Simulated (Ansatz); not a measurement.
## Electronic structure of BClH6N2Si···HF in real space

```xyz
13

B     0.0339    0.6257   -0.3321
F     0.0542   -0.4810    1.9448
N     1.2619    0.1077   -0.7457
H     1.3096   -0.8056   -1.1762
H     2.1511    0.4728   -0.4227
Cl   -1.4703   -0.1687   -0.8707
N    -0.1221    1.8987    0.4376
H    -1.0513    2.3045    0.3628
Si    1.1509    2.8060    1.2115
H     2.3198    1.8862    1.3490
H     1.5976    3.9973    0.4252
H     0.6922    3.2774    2.5545
H    -0.4717    0.2787    1.9642
```

Not at a stationary point (largest force 1.7 eV/Å).

Computed with RKS PBE0-D4/def2-SVP in Ansatz.

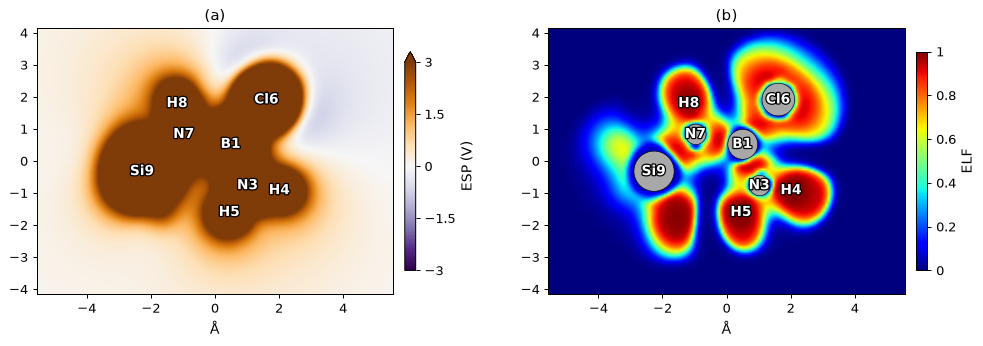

Figure 1. (a) electrostatic potential; (b) electron localisation function on the plane of atoms Cl6, B1 and N7. Grey discs cover the atomic cores in the ELF map.

Question: Describe what can be read from this map.

Answer:
- Atoms in the plane: B, N, H, Cl and Si.
- B–N (1.40 Å): the ELF peaks at about 0.95 between the atoms: a short, strongly polar bond.
- Si–N (1.74 Å): the ELF peaks at about 0.90 between the atoms, as expected for a shared but strongly polarised pair.
- B–Cl (1.78 Å): the ELF peaks at about 0.90 between the atoms, as expected for a polar covalent bond.
- B–N (1.50 Å): the ELF peaks at about 0.95 between the atoms: a shared but strongly polarised pair.
- N–H (1.01 Å): the ELF climbs to about 1 towards the hydrogen, as it does in any bond to H (an ordinary covalent bond to hydrogen).
- The ELF also peaks beside Cl6, away from the bonds: lone-pair regions.
- Outside the dense part of the complex the potential is most negative (−0.7 V) near Cl6.

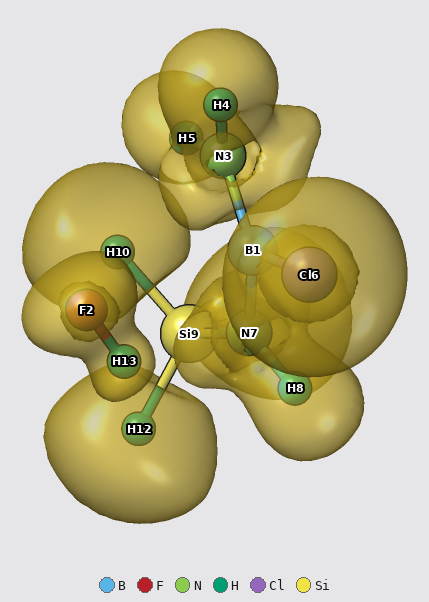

Figure 2. Isosurface of the electron localisation function at 0.75 (yellow), seen at an oblique angle. Core shells and regions of very low density are left out.

Question: Where are the electrons localised?

Answer: The ELF exceeds this value in three regions around hydrogen nuclei, one region on Cl in which the atom's valence shell and bonds are merged, one joined region spread over several atoms (F, H), in which their bonds and any lone pairs are merged and two joined regions spread over several atoms (H, N), in which their bonds and any lone pairs are merged. Profiles from the grid: B1···F2 (2.53 Å): the ELF is about 0.05 at the midpoint.

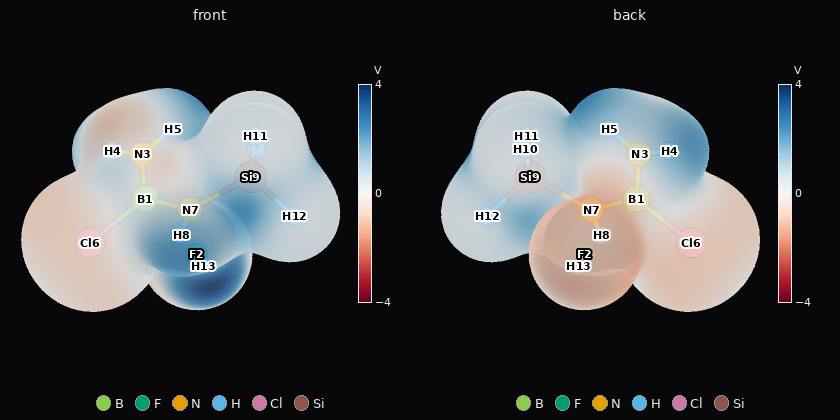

Figure 3. The molecular electrostatic potential painted on the density surface at 0.004 e/bohr³, seen from the front and from behind; the colour scale runs from red (negative) to blue (positive).

Question: Describe the electrostatic potential map.

Answer: The most negative region (about −1.4 V, or −32 kcal/mol for a unit charge) lies over F2, the most positive (about +3.4 V, or +78 kcal/mol for a unit charge) over H13.
